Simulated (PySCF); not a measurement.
# [Nd(NH3)8]3+: how settings move a single point

Which settings matter for [Nd(NH3)8]3+? Each run alters one on purpose. It is a constructed species; whether it can be made isn't addressed.

Method: PBE, Nd lcecp-1-SVP with ECP49, N def2-SVP, H def2-SVP; scalar-relativistic core potentials, no spin–orbit coupling; program: PySCF 2.14.0.

2 further runs of the same task are left out: 2 for a known fault of the program. Runs told in other sessions of the task aren't counted.

**1. The system as given**

33 atoms, charge 3, spin multiplicity 1.

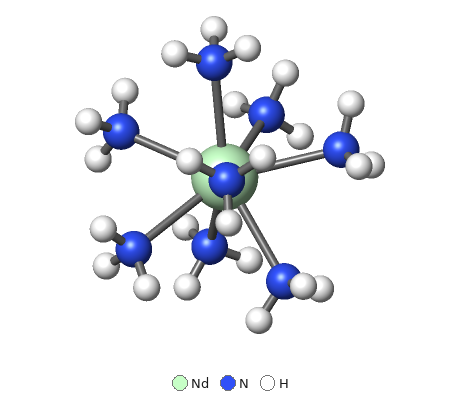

The structure; neodymium light green, nitrogen blue, hydrogen white.

Geometry (Å):

```xyz
33
charge 3, multiplicity 1
Nd    0.0000    0.0000    0.0007
N     2.2455    0.0560    1.4835
H     2.0951   -0.0112    2.5059
H     2.9206   -0.7063    1.2994
H     2.8243    0.9085    1.3907
N    -0.0560    2.2455    1.4835
H     0.0112    2.0951    2.5059
H     0.7063    2.9206    1.2994
H    -0.9085    2.8243    1.3907
N    -2.2455   -0.0560    1.4835
H    -2.0951    0.0112    2.5059
H    -2.9206    0.7063    1.2994
H    -2.8243   -0.9085    1.3907
N     0.0560   -2.2455    1.4835
H    -0.0112   -2.0951    2.5059
H    -0.7063   -2.9206    1.2994
H     0.9085   -2.8243    1.3907
N     1.5506    1.6250   -1.4830
H     2.5664    1.5674   -1.2950
H     1.4959    1.4651   -2.5047
H     1.3538    2.6371   -1.3968
N    -1.6250    1.5506   -1.4830
H    -1.5674    2.5664   -1.2950
H    -1.4651    1.4959   -2.5047
H    -2.6371    1.3538   -1.3968
N    -1.5506   -1.6250   -1.4830
H    -2.5664   -1.5674   -1.2950
H    -1.4959   -1.4651   -2.5047
H    -1.3538   -2.6371   -1.3968
N     1.6250   -1.5506   -1.4830
H     1.5674   -2.5664   -1.2950
H     1.4651   -1.4959   -2.5047
H     2.6371   -1.3538   -1.3968
```

Formal oxidation states: Nd +3. Each metal's 3 4f electrons lie in its core potential, so multiplicities, spins and levels count the valence alone. An earlier session relaxed this geometry at PBE, Nd lcecp-1-SVP with ECP49, N def2-SVP, H def2-SVP (singlet, point group S8).

The sound run used a (50, 194) grid (finer on f atoms), a threshold of 1e-8 and at most 55 cycles, and ended at -484.847073 Eh.

**2. Altered run 1**

Contents of run.py (the lines that set the calculation):

```python
mol = gto.M(atom='''
Nd     0.00000     0.00000     0.00076
N      2.51499     0.06270     1.66150
H      2.34652    -0.01248     2.80657
H      3.27110    -0.79108     1.45536
H      3.16319     1.01755     1.55756
N     -0.06270     2.51499     1.66150
H      0.01248     2.34652     2.80657
H      0.79108     3.27110     1.45536
H     -1.01755     3.16319     1.55756
N     -2.51499    -0.06270     1.66150
H     -2.34652     0.01248     2.80657
H     -3.27110     0.79108     1.45536
H     -3.16319    -1.01755     1.55756
N      0.06270    -2.51499     1.66150
H     -0.01248    -2.34652     2.80657
H     -0.79108    -3.27110     1.45536
H      1.01755    -3.16319     1.55756
N      1.73663     1.82003    -1.66100
H      2.87439     1.75544    -1.45043
H      1.67542     1.64096    -2.80530
H      1.51628     2.95353    -1.56444
N     -1.82003     1.73663    -1.66100
H     -1.75544     2.87439    -1.45043
H     -1.64096     1.67542    -2.80530
H     -2.95353     1.51628    -1.56444
N     -1.73663    -1.82003    -1.66100
H     -2.87439    -1.75544    -1.45043
H     -1.67542    -1.64096    -2.80530
H     -1.51628    -2.95353    -1.56444
N      1.82003    -1.73663    -1.66100
H      1.75544    -2.87439    -1.45043
H      1.64096    -1.67542    -2.80530
H      2.95353    -1.51628    -1.56444''',
    basis={'Nd': 'lcecp-1-SVP', 'N': 'def2-SVP', 'H': 'def2-SVP'},
    ecp={'Nd': 'lcecp-1-SVP'},
    charge=3, spin=0)
mf = dft.RKS(mol, xc='PBE')
mf.grids.atom_grid = (50, 194)  # f atoms: unpruned, at least (60, 302)
mf = mf.density_fit()  # fitting sets: Nd AutoAux, N def2-universal-JKFIT, H def2-universal-JKFIT
mf.conv_tol = 1e-08; mf.max_cycle = 55
mf.kernel(dm0)  # dm0: free metal ions and neutral atoms
```

The run is started by

```sh
> OMP_NUM_THREADS=8 python run.py
```

Log:

```text
init E= -476.270574446049
  HOMO = -0.852246974306189  LUMO = -0.628482310148312  gap/eV = 6.08895
cycle= 1 E= -483.080893423982  delta_E= -6.81  |g|= 2.56  |ddm|= 4.48
  HOMO = -0.38183628677098  LUMO = -0.343440233959052  gap/eV = 1.04481
cycle= 2 E= -477.269147854581  delta_E= 5.81  |g|= 5.02  |ddm|= 6.64
  HOMO = -0.637287715725603  LUMO = -0.415413573788374  gap/eV = 6.03750
cycle= 3 E= -484.497721449512  delta_E= -7.23  |g|= 0.48  |ddm|= 5.43
  HOMO = -0.654587125686409  LUMO = -0.508450979435045  gap/eV = 3.97657
cycle= 4 E= -484.562959108413  delta_E= -0.0652  |g|= 0.215  |ddm|= 1.18
  HOMO = -0.63326663135911  LUMO = -0.455591574819302  gap/eV = 4.83478
cycle= 5 E= -484.583120145673  delta_E= -0.0202  |g|= 0.0206  |ddm|= 0.458
  HOMO = -0.635098782447897  LUMO = -0.462390690630272  gap/eV = 4.69963
cycle= 6 E= -484.583356656073  delta_E= -0.000237  |g|= 0.00536  |ddm|= 0.06
  HOMO = -0.634988511891321  LUMO = -0.461312538413759  gap/eV = 4.72596
cycle= 7 E= -484.583370077904  delta_E= -1.34e-05  |g|= 0.00126  |ddm|= 0.0108
  HOMO = -0.634990029093448  LUMO = -0.46126504826505  gap/eV = 4.72730
cycle= 8 E= -484.583370381476  delta_E= -3.04e-07  |g|= 0.00064  |ddm|= 0.00142
  HOMO = -0.634987156152941  LUMO = -0.461231752298437  gap/eV = 4.72813
cycle= 9 E= -484.583370480818  delta_E= -9.93e-08  |g|= 6.24e-05  |ddm|= 0.00056
  HOMO = -0.634987138531689  LUMO = -0.461229109371015  gap/eV = 4.72820
cycle= 10 E= -484.583370482029  delta_E= -1.21e-09  |g|= 8.8e-06  |ddm|= 8.27e-05
  HOMO = -0.634987993314664  LUMO = -0.461230605679424  gap/eV = 4.72818
Extra cycle  E= -484.583370482033  delta_E= -3.87e-12  |g|= 8.64e-06  |ddm|= 2.1e-05
converged SCF energy = -484.583370482033
```

It took 22 s on 8 threads of AMD EPYC 7R43 (Zen 3), shared host.

Changed: the scale of all coordinates (1.12). It converges in 10 cycles, +7.176 eV from the sound run, with a largest force component of 3.36 eV/Å. The setting is unsound, so these numbers aren't the compound's.

**3. Altered run 2**

Contents of run.py (the lines that set the calculation):

```python
mol = gto.M(atom='''
Nd     0.00000     0.00000     0.00068
N      2.24553     0.05598     1.48348
H      2.09511    -0.01115     2.50587
H      2.92062    -0.70632     1.29942
H      2.82427     0.90853     1.39068
N     -0.05598     2.24553     1.48348
H      0.01115     2.09511     2.50587
H      0.70632     2.92062     1.29942
H     -0.90853     2.82427     1.39068
N     -2.24553    -0.05598     1.48348
H     -2.09511     0.01115     2.50587
H     -2.92062     0.70632     1.29942
H     -2.82427    -0.90853     1.39068
N      0.05598    -2.24553     1.48348
H     -0.01115    -2.09511     2.50587
H     -0.70632    -2.92062     1.29942
H      0.90853    -2.82427     1.39068
N      1.55057     1.62503    -1.48304
H      2.56642     1.56735    -1.29503
H      1.49591     1.46515    -2.50473
H      1.35382     2.63708    -1.39682
N     -1.62503     1.55057    -1.48304
H     -1.56735     2.56642    -1.29503
H     -1.46515     1.49591    -2.50473
H     -2.63708     1.35382    -1.39682
N     -1.55057    -1.62503    -1.48304
H     -2.56642    -1.56735    -1.29503
H     -1.49591    -1.46515    -2.50473
H     -1.35382    -2.63708    -1.39682
N      1.62503    -1.55057    -1.48304
H      1.56735    -2.56642    -1.29503
H      1.46515    -1.49591    -2.50473
H      2.63708    -1.35382    -1.39682''',
    basis={'Nd': 'lcecp-1-SVP', 'N': 'def2-SVP', 'H': 'def2-SVP'},
    ecp={'Nd': 'lcecp-1-SVP'},
    charge=3, spin=0)
mf = dft.RKS(mol, xc='PBE')
mf.grids.atom_grid = (50, 194)  # f atoms: unpruned, at least (60, 302)
mf = mf.density_fit()  # fitting sets: Nd AutoAux, N def2-universal-JKFIT, H def2-universal-JKFIT
mf.conv_tol = 1e-06; mf.max_cycle = 55
mf.kernel(dm0)  # dm0: free metal ions and neutral atoms
```

The run is started by

```sh
> OMP_NUM_THREADS=8 python run.py
```

Log:

```text
init E= -477.564714249368
  HOMO = -0.937014664634863  LUMO = -0.669058999195668  gap/eV = 7.29145
cycle= 1 E= -483.38153432542  delta_E= -5.82  |g|= 2.62  |ddm|= 4.99
  HOMO = -0.404633962352254  LUMO = -0.332923678514192  gap/eV = 1.95134
cycle= 2 E= -480.152219588925  delta_E= 3.23  |g|= 4.33  |ddm|= 7.06
  HOMO = -0.689573970229593  LUMO = -0.431030476664937  gap/eV = 7.03533
cycle= 3 E= -484.823739859065  delta_E= -4.67  |g|= 0.292  |ddm|=  5.5
  HOMO = -0.682475257139384  LUMO = -0.467373934032628  gap/eV = 5.85321
cycle= 4 E= -484.841404961622  delta_E= -0.0177  |g|= 0.127  |ddm|= 0.518
  HOMO = -0.671262601913605  LUMO = -0.438657436432424  gap/eV = 6.32951
cycle= 5 E= -484.847025953775  delta_E= -0.00562  |g|= 0.0102  |ddm|= 0.247
  HOMO = -0.672244936736326  LUMO = -0.441809524891443  gap/eV = 6.27047
cycle= 6 E= -484.847070898115  delta_E= -4.49e-05  |g|= 0.00225  |ddm|= 0.0249
  HOMO = -0.672212021599414  LUMO = -0.441387805050297  gap/eV = 6.28105
cycle= 7 E= -484.847072875556  delta_E= -1.98e-06  |g|= 0.000309  |ddm|= 0.00473
  HOMO = -0.672200795531137  LUMO = -0.4413787855186  gap/eV = 6.28099
cycle= 8 E= -484.847072882692  delta_E= -7.14e-09  |g|= 0.000268  |ddm|= 0.000512
  HOMO = -0.672198173585743  LUMO = -0.441377140158613  gap/eV = 6.28096
Extra cycle  E= -484.847072841602  delta_E= 4.11e-08  |g|= 0.000509  |ddm|= 0.000627
converged SCF energy = -484.847072841602
```

Wall time 24 s (8 threads of AMD EPYC 7R43 (Zen 3), shared host).

Changed: the SCF threshold (1e-06). It converges in 8 cycles, at the sound run's energy within 0.001 eV, with a largest force component of 0.00 eV/Å. The result survives the change.

**4. Altered run 3**

run.py (the lines that set the calculation): that of step 3 with these lines changed.

```diff
@@ -40,3 +40,3 @@
 mf = mf.density_fit()  # fitting sets: Nd AutoAux, N def2-universal-JKFIT, H def2-universal-JKFIT
-mf.conv_tol = 1e-06; mf.max_cycle = 55
-mf.kernel(dm0)  # dm0: free metal ions and neutral atoms
+mf.conv_tol = 1e-08; mf.max_cycle = 88
+mf.kernel(dm0)  # dm0: core Hamiltonian
```

The run is started by

```sh
> OMP_NUM_THREADS=8 python run.py
```

Log:

```text
init E= -398.513709542534
  HOMO = 0.144403198727552  LUMO = 0.151087620681976  gap/eV = 0.18189
cycle= 1 E= -395.004557490229  delta_E= 3.51  |g|= 11.4  |ddm|=  164
  HOMO = -3.56036900381475  LUMO = -3.55910056792691  gap/eV = 0.03452
cycle= 2 E= -333.796670958599  delta_E= 61.2  |g|= 13.3  |ddm|=  164
cycle= 3 E= -449.237558420992  delta_E= -115  |g|= 9.54  |ddm|= 39.8
  HOMO = -1.05587187574099  LUMO = -1.04443570668907  gap/eV = 0.31119
cycle= 4 E= -454.270612742996  delta_E= -5.03  |g|= 7.52  |ddm|= 19.4
  HOMO = -0.935825509960573  LUMO = -0.926147165864031  gap/eV = 0.26336
cycle= 5 E= -474.663488768589  delta_E= -20.4  |g|= 5.53  |ddm|= 13.2
  HOMO = -0.819024702704671  LUMO = -0.636888861528048  gap/eV = 4.95617
cycle= 6 E= -483.807638197351  delta_E= -9.14  |g|= 2.11  |ddm|= 6.92
  HOMO = -0.728074464854654  LUMO = -0.560584822344083  gap/eV = 4.55763
cycle= 7 E= -484.659448731486  delta_E= -0.852  |g|= 0.87  |ddm|= 2.06
  HOMO = -0.683114117203947  LUMO = -0.521502003345981  gap/eV = 4.39769
cycle= 8 E= -484.747671797998  delta_E= -0.0882  |g|= 0.588  |ddm|= 0.867
  HOMO = -0.671454704413022  LUMO = -0.471117938958361  gap/eV = 5.45144
cycle= 9 E= -484.831216947651  delta_E= -0.0835  |g|= 0.238  |ddm|= 0.647
  HOMO = -0.67100939638161  LUMO = -0.451015603132211  gap/eV = 5.98634
cycle= 10 E= -484.844872026165  delta_E= -0.0137  |g|= 0.087  |ddm|= 0.279
  HOMO = -0.671439088813323  LUMO = -0.441099617530881  gap/eV = 6.26786
cycle= 11 E= -484.846722034958  delta_E= -0.00185  |g|= 0.0368  |ddm|= 0.155
  HOMO = -0.671959428411785  LUMO = -0.441759292709394  gap/eV = 6.26406
cycle= 12 E= -484.847054757609  delta_E= -0.000333  |g|= 0.00841  |ddm|= 0.0482
  HOMO = -0.672058327667437  LUMO = -0.441514729755628  gap/eV = 6.27341
cycle= 13 E= -484.8470690835  delta_E= -1.43e-05  |g|= 0.00409  |ddm|= 0.00991
  HOMO = -0.672186390633799  LUMO = -0.441395885355048  gap/eV = 6.28013
cycle= 14 E= -484.84707282291  delta_E= -3.74e-06  |g|= 0.000567  |ddm|= 0.00377
  HOMO = -0.672196402155668  LUMO = -0.441374673634463  gap/eV = 6.28098
cycle= 15 E= -484.847072897498  delta_E= -7.46e-08  |g|= 6.26e-05  |ddm|= 0.000584
  HOMO = -0.67219847712563  LUMO = -0.441377057281427  gap/eV = 6.28097
cycle= 16 E= -484.847072898488  delta_E= -9.9e-10  |g|= 1.59e-05  |ddm|= 9.28e-05
  HOMO = -0.672198980362091  LUMO = -0.441377623692926  gap/eV = 6.28097
Extra cycle  E= -484.847072898499  delta_E= -1.14e-11  |g|= 1.46e-05  |ddm|= 3.4e-05
converged SCF energy = -484.847072898499
```

It took 31 s on 8 threads of AMD EPYC 7R43 (Zen 3), shared host.

Changed: the starting guess (bare core Hamiltonian); the cycle limit is 88. It converges in 16 cycles, at the sound run's energy within 0.001 eV, with a largest force component of 0.00 eV/Å. The result survives the change.

**5. Altered run 4**

run.py (the lines that set the calculation): that of step 4 with these lines changed.

```diff
@@ -38,5 +38,5 @@
 mf = dft.RKS(mol, xc='PBE')
-mf.grids.atom_grid = (50, 194)  # f atoms: unpruned, at least (60, 302)
+mf.grids.atom_grid = (30, 86)  # f atoms: unpruned
 mf = mf.density_fit()  # fitting sets: Nd AutoAux, N def2-universal-JKFIT, H def2-universal-JKFIT
-mf.conv_tol = 1e-08; mf.max_cycle = 88
-mf.kernel(dm0)  # dm0: core Hamiltonian
+mf.conv_tol = 1e-08; mf.max_cycle = 55
+mf.kernel(dm0)  # dm0: free metal ions and neutral atoms
```

The run is started by

```sh
> OMP_NUM_THREADS=8 python run.py
```

Log:

```text
init E= -477.56772841438
  HOMO = -0.937263429897049  LUMO = -0.669623781416957  gap/eV = 7.28285
cycle= 1 E= -483.382966395557  delta_E= -5.82  |g|= 2.62  |ddm|= 4.99
  HOMO = -0.404837606740997  LUMO = -0.333730521491782  gap/eV = 1.93492
cycle= 2 E= -480.151950322531  delta_E= 3.23  |g|= 4.33  |ddm|=  7.1
  HOMO = -0.689781584049564  LUMO = -0.431634107315832  gap/eV = 7.02455
cycle= 3 E= -484.825160778513  delta_E= -4.67  |g|= 0.292  |ddm|= 5.54
  HOMO = -0.682833130305858  LUMO = -0.468241636414087  gap/eV = 5.83933
cycle= 4 E= -484.842861612891  delta_E= -0.0177  |g|= 0.128  |ddm|= 0.52
  HOMO = -0.671600655400553  LUMO = -0.439587007609953  gap/eV = 6.31341
cycle= 5 E= -484.848520363029  delta_E= -0.00566  |g|= 0.0101  |ddm|= 0.248
  HOMO = -0.672577788003393  LUMO = -0.442714837781486  gap/eV = 6.25489
cycle= 6 E= -484.848564243052  delta_E= -4.39e-05  |g|= 0.0023  |ddm|= 0.0247
  HOMO = -0.672544083556261  LUMO = -0.44229862625602  gap/eV = 6.26530
cycle= 7 E= -484.848566199544  delta_E= -1.96e-06  |g|= 0.000671  |ddm|= 0.00477
  HOMO = -0.672535586262179  LUMO = -0.442286449062239  gap/eV = 6.26540
cycle= 8 E= -484.848566274247  delta_E= -7.47e-08  |g|= 0.000347  |ddm|= 0.00082
  HOMO = -0.672531034876554  LUMO = -0.44228488544111  gap/eV = 6.26532
cycle= 9 E= -484.848566300639  delta_E= -2.64e-08  |g|= 2.75e-05  |ddm|= 0.00031
  HOMO = -0.672530866204946  LUMO = -0.442284330063639  gap/eV = 6.26533
cycle= 10 E= -484.84856630084  delta_E= -2e-10  |g|= 4.26e-06  |ddm|= 3.58e-05
  HOMO = -0.67253090084613  LUMO = -0.4422849136506  gap/eV = 6.26531
Extra cycle  E= -484.848566300841  delta_E= -9.09e-13  |g|= 3.68e-06  |ddm|= 9.25e-06
converged SCF energy = -484.848566300841
```

Wall time 16 s (8 threads of AMD EPYC 7R43 (Zen 3), shared host).

Changed: the integration grid, to (30, 86). It converges in 10 cycles, -0.041 eV from the sound run, with a largest force component of 0.06 eV/Å. The setting is unsound, so these numbers aren't the compound's.

**6. Altered run 5**

run.py (the lines that set the calculation): that of step 5 with these lines changed.

```diff
@@ -12,3 +12,3 @@
 H     -2.09511     0.01115     2.50587
-H     -2.92062     0.70632     1.29942
+H     -0.71377     0.17262     0.31807
 H     -2.82427    -0.90853     1.39068
@@ -38,5 +38,5 @@
 mf = dft.RKS(mol, xc='PBE')
-mf.grids.atom_grid = (30, 86)  # f atoms: unpruned
+mf.grids.atom_grid = (50, 194)  # f atoms: unpruned, at least (60, 302)
 mf = mf.density_fit()  # fitting sets: Nd AutoAux, N def2-universal-JKFIT, H def2-universal-JKFIT
-mf.conv_tol = 1e-08; mf.max_cycle = 55
+mf.conv_tol = 1e-08; mf.max_cycle = 76
 mf.kernel(dm0)  # dm0: free metal ions and neutral atoms
```

The run is started by

```sh
> OMP_NUM_THREADS=8 python run.py
```

Log:

```text
init E= -476.49624219899
  HOMO = -0.849259053996978  LUMO = -0.799680476613503  gap/eV = 1.34910
cycle= 1 E= -481.908302290384  delta_E= -5.41  |g|= 2.56  |ddm|= 5.94
  HOMO = -0.387506236951401  LUMO = -0.360171927355553  gap/eV = 0.74380
cycle= 2 E= -475.788857468809  delta_E= 6.12  |g|= 4.64  |ddm|= 8.54
  HOMO = -0.584024266603906  LUMO = -0.429632030826523  gap/eV = 4.20123
cycle= 3 E= -482.575799283759  delta_E= -6.79  |g|= 1.52  |ddm|= 7.53
  HOMO = -0.597194291517237  LUMO = -0.521867682563759  gap/eV = 2.04974
cycle= 4 E= -483.25073334034  delta_E= -0.675  |g|= 0.417  |ddm|= 1.75
  HOMO = -0.585042326511227  LUMO = -0.575252226201261  gap/eV = 0.26640
cycle= 5 E= -482.703998095312  delta_E= 0.547  |g|= 0.953  |ddm|= 4.43
  HOMO = -0.610012924816431  LUMO = -0.562802261806093  gap/eV = 1.28467
cycle= 6 E= -483.272956252593  delta_E= -0.569  |g|= 0.456  |ddm|= 4.18
  HOMO = -0.552507548149467  LUMO = -0.548753563502114  gap/eV = 0.10215
cycle= 7 E= -483.329874216381  delta_E= -0.0569  |g|= 0.0639  |ddm|= 0.818
  HOMO = -0.558952947786451  LUMO = -0.553443013445217  gap/eV = 0.14993
cycle= 8 E= -483.310687120263  delta_E= 0.0192  |g|= 0.222  |ddm|= 1.67
  HOMO = -0.56277623798811  LUMO = -0.551951953270878  gap/eV = 0.29454
cycle= 9 E= -483.328636404507  delta_E= -0.0179  |g|= 0.0935  |ddm|= 1.26
  HOMO = -0.558865955165743  LUMO = -0.553240418957245  gap/eV = 0.15308
cycle= 10 E= -483.330844867904  delta_E= -0.00221  |g|= 0.0476  |ddm|= 0.0801
  HOMO = -0.556363583833326  LUMO = -0.553493974730993  gap/eV = 0.07809
cycle= 11 E= -483.331521068283  delta_E= -0.000676  |g|= 0.0185  |ddm|= 0.0931
  HOMO = -0.554494942700394  LUMO = -0.553101853996259  gap/eV = 0.03791
cycle= 12 E= -483.331620403075  delta_E= -9.93e-05  |g|= 0.00499  |ddm|= 0.0586
  HOMO = -0.554358423847892  LUMO = -0.553096148052589  gap/eV = 0.03435
cycle= 13 E= -483.331578679713  delta_E= 4.17e-05  |g|= 0.00905  |ddm|= 0.184
  HOMO = -0.554464750822588  LUMO = -0.553077277734754  gap/eV = 0.03776
cycle= 14 E= -483.331624123867  delta_E= -4.54e-05  |g|= 0.00405  |ddm|= 0.179
  HOMO = -0.554557440948616  LUMO = -0.553105020291159  gap/eV = 0.03952
cycle= 15 E= -483.331635895759  delta_E= -1.18e-05  |g|= 0.000785  |ddm|= 0.0596
  HOMO = -0.55451956162389  LUMO = -0.553116420875105  gap/eV = 0.03818
cycle= 16 E= -483.33163608829  delta_E= -1.93e-07  |g|= 0.000325  |ddm|= 0.00174
  HOMO = -0.554504364048651  LUMO = -0.553125115950848  gap/eV = 0.03753
cycle= 17 E= -483.331636122073  delta_E= -3.38e-08  |g|= 0.000122  |ddm|= 0.00058
  HOMO = -0.554496241938611  LUMO = -0.553124696709838  gap/eV = 0.03732
cycle= 18 E= -483.331636128873  delta_E= -6.8e-09  |g|= 2.59e-05  |ddm|= 0.000913
  HOMO = -0.554488510769773  LUMO = -0.55312861507562  gap/eV = 0.03700
Extra cycle  E= -483.331636111155  delta_E= 1.77e-08  |g|= 0.000181  |ddm|= 0.00202
converged SCF energy = -483.331636111155
```

Wall time 33 s (8 threads of AMD EPYC 7R43 (Zen 3), shared host).

Changed: one atom's place (atom 12 put 0.8 Å from the metal); the cycle limit is 76. It converges in 18 cycles, +41.237 eV from the sound run, with a largest force component of 135.12 eV/Å. The setting is unsound, so these numbers aren't the compound's.

**7. Results**

| run | changed | ending | energy change (eV) | cycles | time | usable |
| --- | --- | --- | --- | --- | --- | --- |
| 1 | the scale of all coordinates | converged | +7.176 | 10 | 22 s | no |
| 2 | the SCF threshold | converged | 0.000 | 8 | 24 s | yes |
| 3 | the starting guess | converged | 0.000 | 16 | 31 s | yes |
| 4 | the integration grid | converged | -0.041 | 10 | 16 s | no |
| 5 | one atom's place | converged | +41.237 | 18 | 33 s | no |

2 of 5 altered runs give a usable result. 3 ended normally with numbers unfit to quote.
